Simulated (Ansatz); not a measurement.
## Rb2LiVO4 (Cmc2_1): spin-orbit coupling beyond the local functionals

Aim: the spin-orbit change of the gap of Rb2LiVO4 (Cmc2_1).

Main program and level: Ansatz 0.2.0; density functionals with and without spin-orbit coupling, plane waves, PAW.

**Experimental background.**

- Gap 3.8 eV: optical gap from diffuse reflectance; UV-vis-NIR diffuse reflectance; powder (polycrystalline, solid-state reaction) (“Growth, Properties, and Theoretical Analysis of M2LiVO4 (M = Rb, Cs) Crystals: Two Potential Mid-Infrared Nonlinear Optical Materials”, 2017, pmc:5432528).

This is a report of a sequence of runs, with most program output left out.

In doubt: the elements are of a kind flagged for part-filled d or f shells, though by formal charges that shell is empty here, so the flag may not apply.

## Step 1: The starting structure

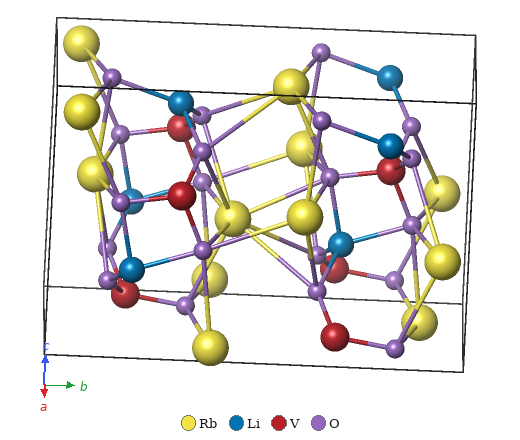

The cell as given, slightly off an axis (rubidium yellow, lithium blue, vanadium red, oxygen purple). This picture shows the conventional cell, with its axes. Some periodic images of atoms are drawn too.

The cell and positions come from the Crystallography Open Database and are kept as given unless a step says otherwise.

## Step 2: HSE06, 2×2×2 mesh

This step: DFT, HSE06, plane waves, PAW; PAW set soft_1.

File input.yaml:

```yaml
crystal:
  lattice:
    - [2.9395, -5.8505, 0.0]
    - [2.9395, 5.8505, 0.0]
    - [0.0, 0.0, 7.933]
  atoms:
    - { symbol: Rb, position: [0.605, 0.395, 0.9488] }
    - { symbol: Rb, position: [0.395, 0.605, 0.4488] }
    - { symbol: Rb, position: [0.0617, 0.9383, 0.5932] }
    - { symbol: Rb, position: [0.9383, 0.0617, 0.0932] }
    - { symbol: Li, position: [0.1989, 0.8011, 0.1716] }
    - { symbol: Li, position: [0.8011, 0.1989, 0.6716] }
    - { symbol: V, position: [0.6905, 0.3095, 0.3894] }
    - { symbol: V, position: [0.3095, 0.6905, 0.8894] }
    - { symbol: O, position: [0.4087, 0.1191, 0.2817] }
    - { symbol: O, position: [0.5913, 0.8809, 0.7817] }
    - { symbol: O, position: [0.8809, 0.5913, 0.2817] }
    - { symbol: O, position: [0.1191, 0.4087, 0.7817] }
    - { symbol: O, position: [0.634, 0.366, 0.5887] }
    - { symbol: O, position: [0.366, 0.634, 0.0887] }
    - { symbol: O, position: [0.835, 0.165, 0.4236] }
    - { symbol: O, position: [0.165, 0.835, 0.9236] }
kpoints:
  mp_grid: { grid: [2, 2, 2] }
  band_path:
    path:
      - [0.0, 0.0, 0.0]
      - [-0.5, 0.5, 0.0]
      - [-0.68688959, 0.31311041, 0.0]
      - [-0.31311041, -0.31311041, 0.0]
      - [0.0, 0.0, -0.5]
      - [-0.31311041, -0.31311041, -0.5]
      - [-0.68688959, 0.31311041, -0.5]
      - [-0.5, 0.5, -0.5]
      - [-0.5, 0.0, 0.0]
    npoints: 1
hamiltonian:
  xc: hse06
  pseudopotentials: { kind: paw, azcp: { folder: soft_1 } }
scf:
  occupations: { method: fixed }
  n_extra_bands: 9
output:
  eigenvalues: true
```

Command:

```bash
> ansatz run input.yaml --threads 24 --pin off --max-ram 82944MiB --backend cuda --events-out ev --progress --plain --runs-dir out --devices 1 --max-vram 78GiB
```

Wall time 7.5 s (1 × NVIDIA GB200 (shared by 2 runs) with 24 threads of Arm Neoverse V2, shared host); peak memory 1.5 GiB.

This step gave:

```yaml
gap: 5.585 eV
valence_top_at: Y
conduction_bottom_at: k = (-0.500, 0.000, 0.000)
least_direct_gap: 5.667 eV
exact_exchange_fraction: 0.25
```

The gap is indirect, with the least direct gap 0.08 eV higher.

## Step 3: HSE06+SOC, 2×2×2 mesh

Spin-orbit coupling can split or shift the edges; a non-collinear run measures by how much.

This step: DFT, HSE06 with spin-orbit coupling, plane waves, PAW; PAW set soft_1.

Edit input.yaml of step 2 so:

```diff
@@ -38,6 +38,9 @@
   xc: hse06
-  pseudopotentials: { kind: paw, azcp: { folder: soft_1 } }
+  pseudopotentials: { kind: paw_fr, azcp: { folder: soft_1 } }
 scf:
   occupations: { method: fixed }
-  n_extra_bands: 9
+  n_extra_bands: 18
+magnetization:
+  noncollinear: true
+  spin_orbit: true
 output:
```

Run time: 23 s. Hardware: 1 × NVIDIA GB200 (shared by 2 runs) with 24 threads; peak memory 2.6 GiB.

This step gave:

```
gap                     : 5.585 eV
valence top at          : Y
conduction bottom at    : k = (-0.500, 0.000, 0.000)
least direct gap        : 5.667 eV
exact-exchange fraction : 0.25
```

The gap is that of HSE06.

## Step 4: Together

Times are wall times on 1 × NVIDIA GB200 (shared by 2 runs) with 24 threads of Arm Neoverse V2, shared host, good to a factor of about two.

```csv
level,gap (eV),with coupling (eV),change (eV),time,with coupling
HSE06,5.59,5.58,−0.001,7.5 s,23 s
```

## Step 5: Results

```yaml
hse06: 5.59 eV
hse06_soc: 5.58 eV
```

Spin-orbit coupling changes the gap by −0.001 eV and the least direct gap by −0.001 eV. Against experiment, by HSE06+SOC: the gap of 5.58 eV lies +1.78 eV from the measured 3.8 eV (optical, 2017). An exciton line or allowed optical edge lies below the quasiparticle gap by the binding energy; a forbidden edge can push the onset above it. The lattice is static and excitons are left out. The runs have no spin polarisation. For a closed low-spin shell that is the natural state; where a d or f shell is open it is a constraint, and the gap is then not the crystal's own.

[Paths, hosts, dates, memory and timing lines, banners, echoed tables and standing remarks are left out of the program output.]

[Logs are printed without paths, hosts, clocks, repeated set-up lines and the standing remarks that a program may print on its own settings, such as how far it seeks lower states.]

[Runs of the session that timed out or met a known fault of the program may be left out.]

[Cells called generated may have been cut or substituted from an entry of the Crystallography Open Database or the Materials Project.]

[Hosts, paths, dates, database ids (printed as entryN), source tags and the programs' standing remarks are cut or masked in the printed files.]
